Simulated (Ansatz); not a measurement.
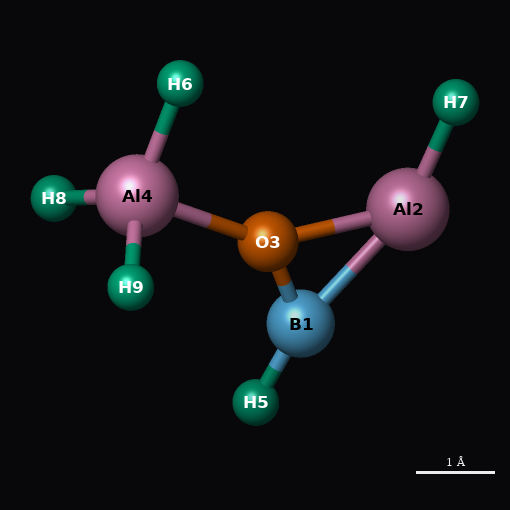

Atoms carry their numbers in the input. The computed structure is the end point of a PBE-D4/def2-SVP optimisation. No frequency run is at hand to confirm it as a minimum.

What is the geometry at Al4?

Answer. Al4 has 4 neighbours (O3 at 2.04, H6 at 1.62, H8 at 1.61, H9 at 1.61 Å); the arrangement is tetrahedral.

What is the geometry at B1?

Answer. B1 has 3 neighbours (Al2 at 2.03, O3 at 1.36, H5 at 1.21 Å); the arrangement is T-shaped.

What is the dihedral angle Al2–B1–O3–Al4?

Answer. 180° in size, that is anti.
